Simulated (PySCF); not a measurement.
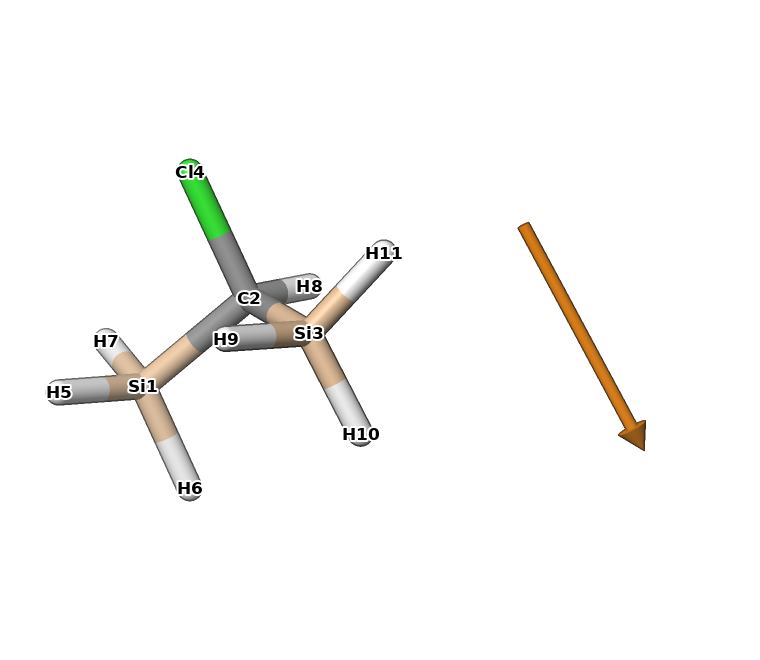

The arrow beside the molecule shows the direction of the dipole moment, from the negative to the positive end (its length means nothing). The geometry was computed by an optimisation with GFN2-xTB. No frequency run is at hand to confirm it as a minimum. Method: PBE0/pcSseg-1, gas phase (PySCF 2.14.0).

### Estimate the dipole moment.

1.67 D; it points from the side of Cl4 to the side of H6, H10 (the outermost atoms at the two ends).

The geometry is semi-empirical. Around Si such bond lengths and angles can be off by a tenth of an ångström or more and by several degrees, and values that hang on the shape move with them.
